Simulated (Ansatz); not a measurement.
**O$_{5}$Si$_{5}$ (charge +1, doublet): density, localisation and related maps**

The calculation's input:

```
crystal:
  periodic: [false, false, false]
  atoms:
    - {symbol: Si, position_ang: [0.012172, -2.975057, 0.923236]}
    - {symbol: Si, position_ang: [-0.745371, 0.044203, 0.851590]}
    - {symbol: Si, position_ang: [1.226025, 1.837261, -1.045792]}
    - {symbol: Si, position_ang: [2.306666, -0.828094, 0.139388]}
    - {symbol: Si, position_ang: [-2.000392, 2.122205, -1.119521]}
    - {symbol: O, position_ang: [1.510825, -2.143118, 0.683829]}
    - {symbol: O, position_ang: [0.816891, 0.327244, 0.011409]}
    - {symbol: O, position_ang: [-0.951528, -1.584319, 0.853249]}
    - {symbol: O, position_ang: [-0.296560, 2.381847, -1.251353]}
    - {symbol: O, position_ang: [-1.878717, 0.817829, -0.046016]}
basis:
  gaussian: {orbitals: def2-TZVP, initial_orbitals: start.molden}
total_charge: 1
magnetization: {spin_polarized: true, initial_magnetization: 1}
hamiltonian: {xc: pbe0, dispersion: d4}
scf: {omitted_lower_state_checks: [starts]}
output: {forces: true, orbitals: {seedname: orbitals}}
```

Run with:

```sh
ansatz run in.yaml --threads 4 --pin off --events-out ev --progress --plain --max-ram 6963MiB
```

Geometry: PBE0-D4/def2-SVP; not at a stationary point (largest force 1.1 eV/Å).

Computed with Ansatz, UKS PBE0-D4/def2-TZVP.

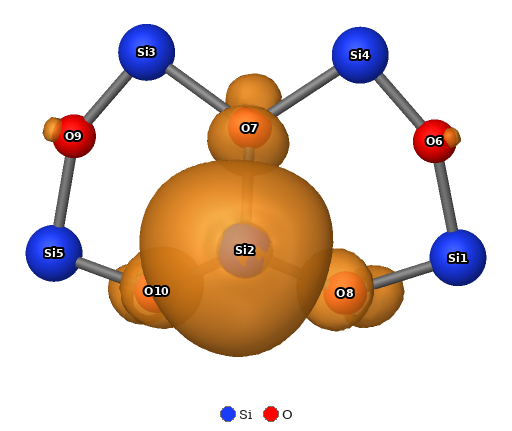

Figure 1. Isosurfaces of the spin density (α minus β) at +0.015 (orange) and −0.015 e/Å³ (purple), seen at a tilt.

Which atoms carry the spin?

Answer. The unpaired spin (1 electron) lies mostly on Si2 (about 0.7), in electrons by Hirshfeld's partition.

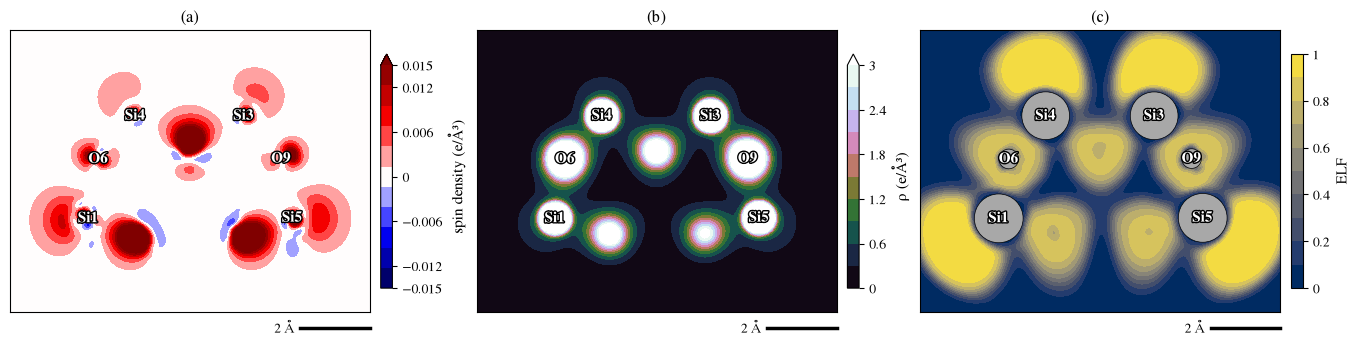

Figure 2. (a) spin density (α minus β); (b) electron density; (c) ELF on the plane of atoms Si3, O9 and Si5. Grey discs cover the atomic cores in the ELF map.

What do the fields say about this system?

Answer. Atoms in the plane: Si and O.
Si–O (1.63 Å): the density is about 1.2 e/Å³ at the midpoint; the ELF peaks at about 0.85 between the atoms; a shared but strongly polarised pair.
The ELF also peaks beside O8, O10, Si5, Si1, O9, O6, Si4 and Si3, away from the bonds: non-bonding electrons, paired or unpaired.

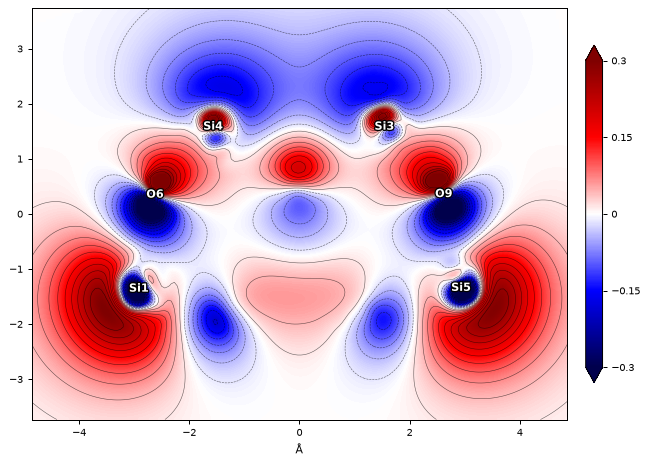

Figure 3. The HOMO−1 (β) on the plane of atoms Si3, O9 and Si5 (values in Å⁻³ᐟ²; the overall sign is arbitrary).

Describe this orbital and give its energy.

Answer. It lies mainly on Si1 (about 30 %), Si5 (about 30 %), Si3 (about 10 %) and Si4 (about 10 %). Its energy is −11.77 eV.
